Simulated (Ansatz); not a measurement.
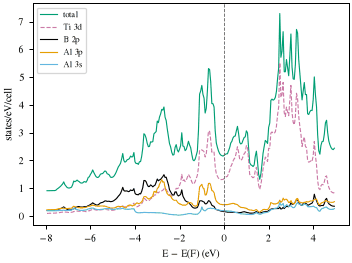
Total and projected density of states of TiAlB in space group Cmcm (No. 63; Al on 4c, B on 4c, Ti on 4c), the program Ansatz at the PBE level (PAW)

### Question
Which orbitals carry the states next to the Fermi level?

### Answer
Within 0.5 eV of the Fermi level: Ti 3d 63 %, Al 3p 19 %, Al 3s 7 %, B 2p 7 %. Projections are on Löwdin-orthogonalised atomic valence shells; empty p or d shells of many metals are not among them.

### Question
Where is the tallest occupied peak in this window, and what makes it?

### Answer
Near -0.7 eV, about 5.3 states/eV per cell; the largest projected share is Ti 3d.

The start of the workflow was typed in or built on a structure type; neither database checked (COD, Materials Project) lists it. Its standing as an ambient phase is unchecked. The PBE relaxation kept the symmetry of its start; whether a distortion lowers the energy is not shown. No spin polarisation was allowed.

Potentials: the earlier of the program's two PAW sets.
